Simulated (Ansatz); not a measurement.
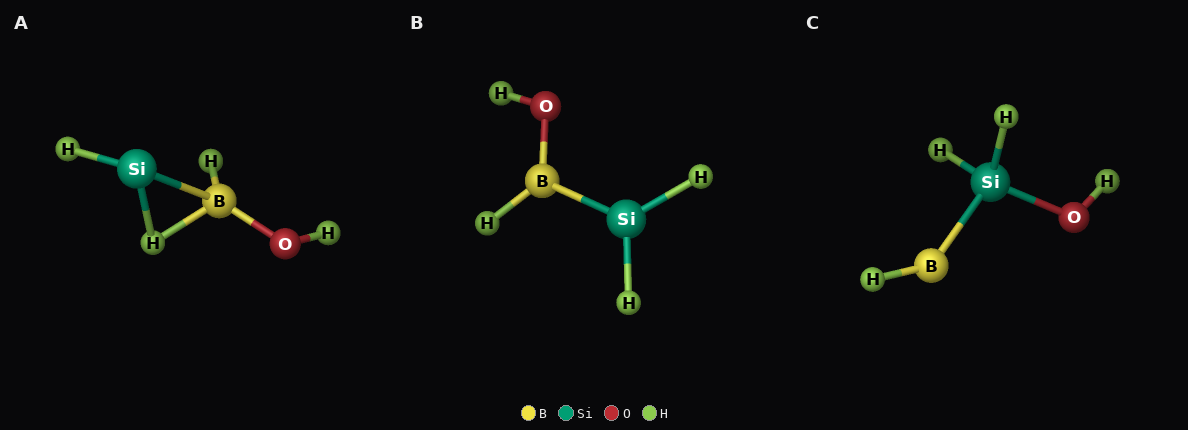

3 stationary structures of one formula. The species is neutral and a spin doublet. Geometries: PBE0-D4/def2-TZVP. Electronic energies: UHF-CCSD(T) (frozen core)/def2-TZVPP (Ansatz 0.2.0), without zero-point energy. No frequency run is at hand to confirm each as a minimum. Each is one conformer, not always the lowest.

**Which structure is the most stable?**

B is lowest; A lies 21.2 kcal/mol above it (C1), C lies 30.7 kcal/mol above it (Cs).
